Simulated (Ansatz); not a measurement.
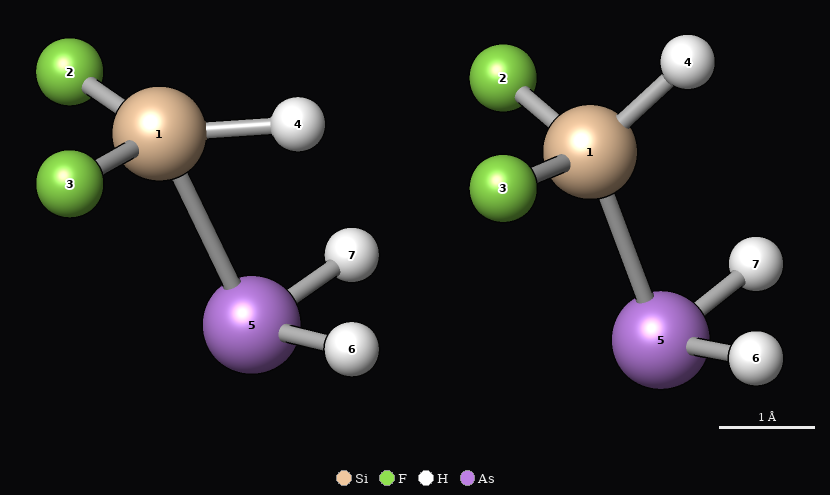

Two geometries of SiAsH3F2 (started from a transition state, displaced along its imaginary mode), drawn at one scale. One is the start of a relaxation, the other its converged end. The picture is a ball-and-stick view, seen from a free direction.

Theory: RKS PBE0-D4/def2-TZVP (Ansatz). (force threshold 0.005 eV/Å; at most 200 steps)

Which of the two is the end point?

The right one is the relaxed one. H4 moves most after the best rigid fit: 0.78 Å. Largest moves by element: H 0.78 Å, Si 0.27 Å, F 0.21 Å, As 0.19 Å. Among the contacts that change: Si1–As5 2.459 → 2.343 Å, As5–H6 1.543 → 1.524 Å, Si1–F2 1.607 → 1.590 Å, Si1–H4 1.463 → 1.478 Å. Bond angles that change, for instance: H4–Si1–As5 71.0° → 117.5°, F2–Si1–H4 125.6° → 107.4°, Si1–As5–H6 96.3° → 89.8°. After 8 accepted moves (9 points after the start) the energy has fallen by 176.2 kJ/mol. The largest force component goes from 2.5 to 0.0036 eV/Å. The line search rejected the trial step at point 7 of the run.
